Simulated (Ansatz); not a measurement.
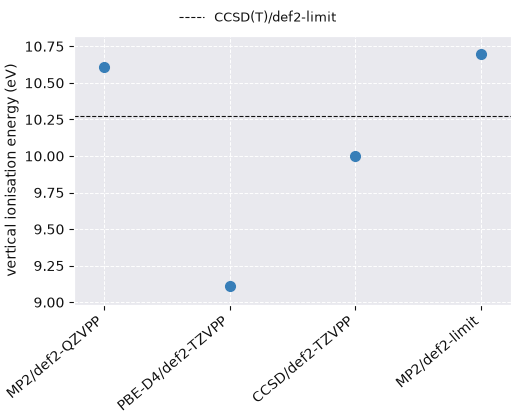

Vertical ionisation energy of CH₆O₂SiZn, SMILES C[O][Zn][O][SiH3], singlet, taken as the energy of the cation less that of the neutral at fixed geometry (unrestricted doublet cation, cores frozen in correlated methods, no spin-orbit coupling), the Ansatz code 0.2.0, at a PBE0-D4/def2-TZVP geometry (with a soft imaginary mode, 10i cm⁻¹). Choice of cores on heavy atoms: Zn/Cu 3s3p. Limit means an estimate of the basis limit from triple and quadruple zeta; for coupled cluster it is either extrapolated directly or built as the MP2 limit plus the step from MP2 in triple zeta. The distance of MP2/def2-QZVPP and CCSD/def2-TZVPP to the limit includes basis error.

> Which level comes closest to the line (CCSD(T)/def2-limit), and which misses most?

Closest CCSD/def2-TZVPP (10.00 eV), against 10.27 eV; farthest PBE-D4/def2-TZVPP (9.11 eV).

> What range do the values span, the line included?

From 9.11 eV (PBE-D4/def2-TZVPP) to 10.70 eV (MP2/def2-limit).

Caveats, for all or some of the runs: no scalar relativity up to krypton; one conformer of a flexible molecule.
